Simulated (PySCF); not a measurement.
CH5FSi, SMILES `FC[SiH3]`.

Computed with PySCF, M06-2X/def2-SVPD, geometry: GFN2-xTB. No frequency check shows the geometry to be a minimum.

Input

```python
import numpy as np
from pyscf import gto, scf, dft
from pyscf.scf import atom_ks, atom_hf
from scipy.linalg import block_diag

def solve(mol, dm0=None, hcore=None):
    mf = (dft.UKS if mol.spin else dft.RKS)(mol, xc='m062x')
    mf.grids.level = 3
    mf = mf.density_fit(auxbasis='def2-universal-jkfit')
    mf.conv_tol, mf.max_cycle = 1e-8, 80
    if hcore is not None:
        mf.get_hcore = lambda *args: hcore
    mf.kernel(dm0)
    if not mf.converged:
        mf = mf.newton().run(mf.mo_coeff, mf.mo_occ, max_cycle=30)
    assert mf.converged, 'SCF not converged'
    return mf

mol = gto.M(atom='''
F      1.58677    -0.43777     0.00004
C      0.67518     0.60074     0.00003
Si    -1.11109    -0.09491    -0.00007
H      0.89748     1.20176     0.88566
H      0.89725     1.20150    -0.88630
H     -1.28499    -0.90274    -1.20456
H     -1.28467    -0.90238     1.20512
H     -2.00177     1.06610     0.00056
''', basis='def2-svpd', charge=0, spin=0, verbose=4)
mf = solve(mol)
out = dict(e0=mf.e_tot, dm0=mf.make_rdm1(), c=mf.mo_coeff, occ=mf.mo_occ, eps=mf.mo_energy)
for name, dq, spin in [('cation', 1, 1), ('anion', -1, 1)]:
    ion = mol.copy().set(charge=mol.charge + dq, spin=spin).build()
    mi = solve(ion)
    if spin and dq > 0 and mol.nao < 130:
        c, _, stable, _ = mi.stability(return_status=True)
        if not stable:
            mi = solve(ion, mi.make_rdm1(c, mi.mo_occ))
    print(name, 'vertical energy change / eV', (mi.e_tot - mf.e_tot) * 27.211386)
    out.update({'e_' + name: mi.e_tot, 'dm_' + name: mi.make_rdm1(), 's2_' + name: mi.spin_square()[0], 'eps_' + name: mi.mo_energy, 'occ_' + name: mi.mo_occ})
# spherically averaged free atoms, for the promolecule
atm = atom_ks.get_atm_nrks(mol, xc='m062x')
pro = block_diag(*[(atm[a[0]][2] * atm[a[0]][3]) @ atm[a[0]][2].T for a in mol._atom])
np.savez('result.npz', pro=pro, **out)
```

Run with:

```sh
OMP_NUM_THREADS=1 python input.py
```

The run took 5.3 min on 1 thread of Arm Neoverse V1 (shared host), peak memory 0.68 GiB.

Partitions, critical points and surface values were worked out afterwards from this run's density.

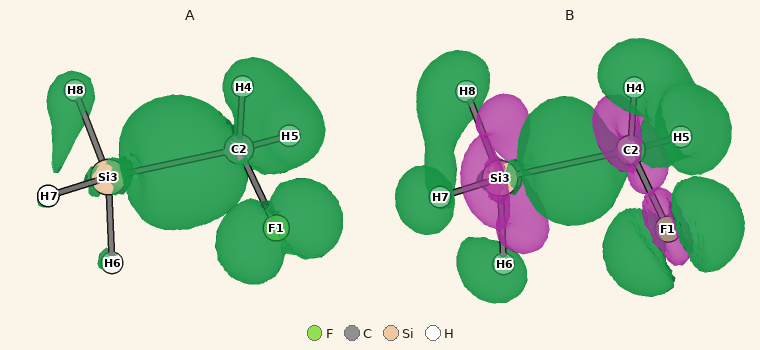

The Fukui function f⁻ from two separate SCF calculations and the density of the HOMO, at ±0.03 e/Å³ (green positive, purple negative).

### Which panel is which, and how good is the frozen-orbital picture?

B is f⁻ (it has negative regions), A the HOMO density. The HOMO lies on C2 (34 %), Si3 (24 %) and F1 (22 %); f⁻ (Hirshfeld-condensed) is largest on F1 (0.22), Si3 (0.19) and C2 (0.18); the vertical ionisation energy is 11.27 eV. Relaxation shifts 22 % of the electron between atoms. The orbital energy is −10.01 eV.
